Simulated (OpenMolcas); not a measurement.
# Excited-state calculation of AlBH$_{4}$ (part 3 of 4)

The same run, continued: AlBH$_{4}$, SMILES [BH2][AlH2]; CASPT2/ANO-L-VDZP (OpenMolcas 26.06). The geometry comes from this level: GFN2-xTB.

Geometry of the input (Å):
```
B  0.0000  0.0000  0.0000
Al 0.0000  0.0000  2.0869
H  0.9876  0.0000  -0.6458
H  -0.9887  0.0026  -0.6442
H  -1.2787  -0.0558  2.9880
H  1.2772  0.0568  2.9900
```

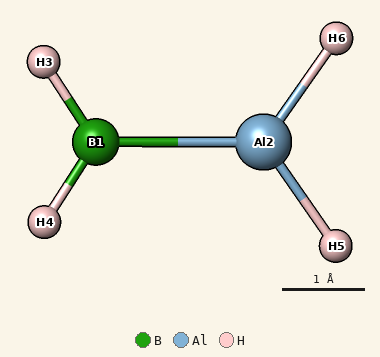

Figure 1. The structure (ball-and-stick view, seen on its broad side; atoms are numbered from 1 in the order of the input). Sticks mark near contacts.

### Log, continued
```
--------------------------------------------------------------------------------
 H0 matrices have been computed.

********************************************************************************
  CASPT2 EQUATION SOLUTION
--------------------------------------------------------------------------------

  Total nr of CASPT2 parameters:
   Before reduction:       71621
   After  reduction:       55436

 Variance of |WF0>:       0.3802032212

 The contributions to the second order correlation energy in atomic units.
-----------------------------------------------------------------------------------------------------------------------------
  IT.      VJTU        VJTI        ATVX        AIVX        VJAI        BVAT        BJAT        BJAI        TOTAL       RNORM
-----------------------------------------------------------------------------------------------------------------------------
   1    -0.000699   -0.001392   -0.001412   -0.004637   -0.005331   -0.010585   -0.034541   -0.086783   -0.145379    0.000518
   2    -0.000702   -0.001397   -0.001414   -0.004640   -0.005338   -0.010589   -0.034550   -0.086795   -0.145425    0.000034
   3    -0.000702   -0.001397   -0.001414   -0.004640   -0.005338   -0.010589   -0.034551   -0.086796   -0.145427    0.000003
-----------------------------------------------------------------------------------------------------------------------------

  FINAL CASPT2 RESULT:

      Reference energy:        -268.8741274999
      E2 (Non-variational):      -0.1454273441
      Shift correction:          -0.0014198921
      E2 (Variational):          -0.1468472361
      Total energy:            -269.0209747360
      Residual norm:              0.0000002036
      Reference weight:           0.93813

      Contributions to the CASPT2 correlation energy
      Active & Virtual Only:         -0.0120039121
      One Inactive Excited:          -0.0398928097
      Two Inactive Excited:          -0.0935306222

++ Denominators, etc.
--------------------------------------------------------------------------------------------------------------
 Report on small energy denominators, large coefficients, and large energy contributions.
CASE  SYMM ACTIVE-MIX  NON-ACTIVE INDICES          DENOMINATOR     RHS VALUE       COEFFICIENT     CONTRIBUTION
VJTIP    1  Mu1.0001  In1.007 In1.007               1.50125049      0.04380734     -0.02771503     -0.00121412
VJAIP    1  Mu1.0001  Se1.030 In1.009 In1.007       1.85506192     -0.04910613      0.02576816     -0.00126537
BVATP    1  Mu1.0001  Se1.021 Se1.021               1.20750589     -0.03605592      0.02886967     -0.00104092
BJAIP    1  Se1.027 In1.009 Se1.027 In1.009         1.92111076      0.05118825     -0.02630497     -0.00134651
--

********************************************************************************
  CASPT2 PROPERTY SECTION
--------------------------------------------------------------------------------
 * TypeIndex information is IGNORED *

      Mulliken population Analysis:
      -----------------------------

++    Molecular charges:
      ------------------

      Mulliken charges per centre and basis function type
      ---------------------------------------------------

                B1      AL2     H3      H4      H5      H6
      1s       1.9983  2.0000  0.7690  0.7691  1.0931  1.0931
      2s       1.0291  1.9978  0.0248  0.0247  0.0200  0.0200
      2px      1.1062  1.9989  0.0150  0.0150  0.0113  0.0112
      2pz      1.0341  1.9990  0.0132  0.0132  0.0089  0.0089
      2py      0.0036  1.9997  0.0023  0.0023  0.0029  0.0029
      3s       0.0107  0.8715  0.0000  0.0000  0.0000  0.0000
      3px      0.0615  0.5869  0.0000  0.0000  0.0000  0.0000
      3pz      0.0615  0.7063  0.0000  0.0000  0.0000  0.0000
      3py      0.0013  0.0028  0.0000  0.0000  0.0000  0.0000
      4s       0.0000  0.0089  0.0000  0.0000  0.0000  0.0000
      3d2+     0.0206  0.0357  0.0000  0.0000  0.0000  0.0000
      3d1+     0.0721  0.1920  0.0000  0.0000  0.0000  0.0000
      3d0      0.0194  0.0584  0.0000  0.0000  0.0000  0.0000
      3d1-     0.0041  0.0026  0.0000  0.0000  0.0000  0.0000
      3d2-     0.0028  0.0024  0.0000  0.0000  0.0000  0.0000
      4px      0.0000  0.0795  0.0000  0.0000  0.0000  0.0000
      4pz      0.0000  0.1097  0.0000  0.0000  0.0000  0.0000
      4py      0.0000  0.0017  0.0000  0.0000  0.0000  0.0000
      Total    5.4253 12.6538  0.8243  0.8243  1.1362  1.1361

      N-E     -0.4253  0.3462  0.1757  0.1757 -0.1362 -0.1361

      Total electronic charge=   22.000000

      Total            charge=   -0.000000
--

      Expectation values of various properties:
      -----------------------------------------

++    Molecular properties:
      ---------------------

      Charge (e):
                      =   -0.0000
      Dipole Moment (debye):
      Origin of the operator (angstrom)=   -0.0001    0.0001    1.4524
                   X=  2.0688E-03               Y= -2.1201E-03               Z= -9.4174E-01           Total=  9.4174E-01
      Quadrupole Moment (debye*angstrom):
      Origin of the operator (angstrom)=   -0.0001    0.0001    1.4524
                  XX= -2.6077E+01              XY= -2.8692E-01              XZ=  3.1796E-04              YY= -1.7264E+01
                  YZ=  1.3870E-03              ZZ= -2.7302E+01
      In traceless form (debye*angstrom)
                  XX= -3.7939E+00              XY= -4.3038E-01              XZ=  4.7695E-04              YY=  9.4255E+00
                  YZ=  2.0805E-03              ZZ= -5.6317E+00
--

--

++ CASPT2 computation for group   2

********************************************************************************
 Multi-State initialization phase begins for group   2
--------------------------------------------------------------------------------
********************************************************************************
 Compute H0 matrices for state    2
--------------------------------------------------------------------------------
--------------------------------------------------------------------------------
 H0 matrices have been computed.

********************************************************************************
  CASPT2 EQUATION SOLUTION
--------------------------------------------------------------------------------

  Total nr of CASPT2 parameters:
   Before reduction:       71621
   After  reduction:       67722

 Variance of |WF0>:       0.3755421127

 The contributions to the second order correlation energy in atomic units.
-----------------------------------------------------------------------------------------------------------------------------
  IT.      VJTU        VJTI        ATVX        AIVX        VJAI        BVAT        BJAT        BJAI        TOTAL       RNORM
-----------------------------------------------------------------------------------------------------------------------------
   1    -0.000000   -0.000010   -0.002411   -0.015270   -0.011805   -0.008500   -0.033801   -0.087122   -0.158920    0.000445
   2    -0.000000   -0.000010   -0.002413   -0.015301   -0.011807   -0.008504   -0.033811   -0.087124   -0.158972    0.000027
   3    -0.000000   -0.000010   -0.002413   -0.015301   -0.011807   -0.008504   -0.033811   -0.087124   -0.158972    0.000002
-----------------------------------------------------------------------------------------------------------------------------

  FINAL CASPT2 RESULT:

      Reference energy:        -268.7380409730
      E2 (Non-variational):      -0.1589717225
      Shift correction:          -0.0024180757
      E2 (Variational):          -0.1613897982
      Total energy:            -268.8994307712
      Residual norm:              0.0000000525
      Reference weight:           0.92115

      Contributions to the CASPT2 correlation energy
      Active & Virtual Only:         -0.0109174242
      One Inactive Excited:          -0.0491132211
      Two Inactive Excited:          -0.0989410771

++ Denominators, etc.
--------------------------------------------------------------------------------------------------------------
 Report on small energy denominators, large coefficients, and large energy contributions.
CASE  SYMM ACTIVE-MIX  NON-ACTIVE INDICES          DENOMINATOR     RHS VALUE       COEFFICIENT     CONTRIBUTION
VJTU     1  Mu1.0001  In1.010                       0.29572064     -0.00000108      0.00000634     -0.00000000
ATVX     1  Mu1.0001  Se1.017                       0.36477190     -0.01488037      0.03069548     -0.00045676
AIVX     1  Mu1.0001  In1.008 Se1.013               0.60097337     -0.02893695      0.04421153     -0.00127935
AIVX     1  Mu1.0003  In1.008 Se1.020               0.90371790      0.03007452     -0.03189063     -0.00095910
AIVX     1  Mu1.0001  In1.008 Se1.023               0.79518015      0.02838203     -0.03403249     -0.00096591
AIVX     1  Mu1.0003  In1.007 Se1.024               1.15165486     -0.03645430      0.03042962     -0.00110929
AIVX     1  Mu1.0003  In1.007 Se1.029               1.41894178      0.04508987     -0.03094999     -0.00139553
AIVX     1  Mu1.0003  In1.007 Se1.032               1.52626367      0.04951791     -0.03171396     -0.00157041
VJAIP    1  Mu1.0001  Se1.021 In1.009 In1.007       1.27469032     -0.03573841      0.02732947     -0.00097671
BJAIP    1  Se1.027 In1.009 Se1.027 In1.009         1.91691452      0.05098659     -0.02631183     -0.00134155
--

********************************************************************************
  CASPT2 PROPERTY SECTION
--------------------------------------------------------------------------------
 * TypeIndex information is IGNORED *

      Mulliken population Analysis:
      -----------------------------

++    Molecular charges:
      ------------------

      Mulliken charges per centre and basis function type
      ---------------------------------------------------

                B1      AL2     H3      H4      H5      H6
      1s       1.9983  2.0000  0.7104  0.7104  1.0533  1.0532
      2s       1.0200  1.9978  0.0272  0.0271  0.0204  0.0204
      2px      1.1229  1.9982  0.0141  0.0142  0.0114  0.0114
      2pz      0.5915  1.9994  0.0120  0.0120  0.0088  0.0089
      2py      0.6551  1.9997  0.0116  0.0116  0.0040  0.0040
      3s       0.0115  0.8486  0.0000  0.0000  0.0000  0.0000
      3px      0.0638  0.5827  0.0000  0.0000  0.0000  0.0000
      3pz      0.0287  0.4662  0.0000  0.0000  0.0000  0.0000
      3py      0.0006  0.2771  0.0000  0.0000  0.0000  0.0000
      4s       0.0000  0.0111  0.0000  0.0000  0.0000  0.0000
      3d2+     0.0172  0.0273  0.0000  0.0000  0.0000  0.0000
      3d1+     0.0633  0.1856  0.0000  0.0000  0.0000  0.0000
      3d0      0.0220  0.0538  0.0000  0.0000  0.0000  0.0000
      3d1-     0.0070  0.0480  0.0000  0.0000  0.0000  0.0000
      3d2-     0.0049  0.0038  0.0000  0.0000  0.0000  0.0000
      4px      0.0000  0.0852  0.0000  0.0000  0.0000  0.0000
      4pz      0.0000  0.0616  0.0000  0.0000  0.0000  0.0000
      4py      0.0000  0.0009  0.0000  0.0000  0.0000  0.0000
      Total    5.6068 12.6468  0.7753  0.7753  1.0979  1.0979

      N-E     -0.6068  0.3532  0.2247  0.2247 -0.0979 -0.0979

      Total electronic charge=   22.000000

      Total            charge=   -0.000000
--

      Expectation values of various properties:
      -----------------------------------------

++    Molecular properties:
      ---------------------

      Charge (e):
                      =   -0.0000
      Dipole Moment (debye):
      Origin of the operator (angstrom)=   -0.0001    0.0001    1.4524
                   X=  1.7426E-03               Y= -8.1693E-04               Z=  7.1202E-02           Total=  7.1228E-02
      Quadrupole Moment (debye*angstrom):
      Origin of the operator (angstrom)=   -0.0001    0.0001    1.4524
                  XX= -2.5787E+01              XY= -1.8384E-01              XZ=  1.1118E-03              YY= -2.3256E+01
                  YZ= -4.4164E-03              ZZ= -2.4821E+01
      In traceless form (debye*angstrom)
                  XX= -1.7480E+00              XY= -2.7575E-01              XZ=  1.6678E-03              YY=  2.0478E+00
                  YZ= -6.6246E-03              ZZ= -2.9973E-01
--

--

++ CASPT2 computation for group   3

********************************************************************************
 Multi-State initialization phase begins for group   3
--------------------------------------------------------------------------------
********************************************************************************
 Compute H0 matrices for state    3
--------------------------------------------------------------------------------
--------------------------------------------------------------------------------
 H0 matrices have been computed.

********************************************************************************
  CASPT2 EQUATION SOLUTION
--------------------------------------------------------------------------------

  Total nr of CASPT2 parameters:
   Before reduction:       71621
   After  reduction:       56270

 Variance of |WF0>:       0.3791857313

 The contributions to the second order correlation energy in atomic units.
-----------------------------------------------------------------------------------------------------------------------------
  IT.      VJTU        VJTI        ATVX        AIVX        VJAI        BVAT        BJAT        BJAI        TOTAL       RNORM
-----------------------------------------------------------------------------------------------------------------------------
   1     0.000001   -0.006842   -0.001390   -0.012067   -0.017885   -0.015299   -0.030391   -0.087370   -0.171242    0.000830
   2     0.000001   -0.006869   -0.001394   -0.012090   -0.017918   -0.015304   -0.030400   -0.087385   -0.171360    0.000037
   3     0.000001   -0.006869   -0.001394   -0.012090   -0.017918   -0.015304   -0.030400   -0.087385   -0.171360    0.000002
-----------------------------------------------------------------------------------------------------------------------------

  FINAL CASPT2 RESULT:

      Reference energy:        -268.5828280164
      E2 (Non-variational):      -0.1713594688
      Shift correction:          -0.0029635346
      E2 (Variational):          -0.1743230035
      Total energy:            -268.7571510199
      Residual norm:              0.0000000898
      Reference weight:           0.90926

      Contributions to the CASPT2 correlation energy
      Active & Virtual Only:         -0.0166977474
      One Inactive Excited:          -0.0424890512
      Two Inactive Excited:          -0.1121726703

++ Denominators, etc.
```
